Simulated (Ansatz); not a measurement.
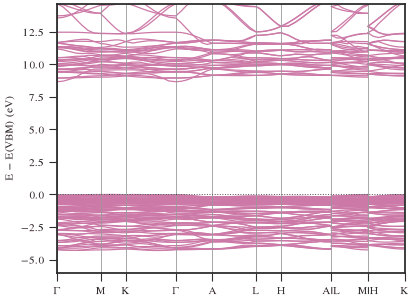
Figure. Band structure from DFT-r²SCAN in the program Ansatz with PAW potentials

Task: Read off the gap and where the band edges lie.

Result: About 8.7 eV (8.66 eV by a search for the band edges); maximum on the M–K line, 44 % of the way from M, minimum at Γ.

The material is LuF$_{3}$ in space group P-3c1 (No. 165; Lu on 6f, F on 2a, F on 4d, F on 12g).

The workflow started from a Materials Project entry (that database holds measured and hypothetical structures alike); the Crystallography Open Database copy checked does not list it. Its standing as an ambient phase is unchecked. The cell was relaxed with r²SCAN under the symmetry of its start; its stability against distortions is not shown here. Spin–orbit coupling is left out wherever it is not named.

Potentials: the later of the program's two PAW sets.
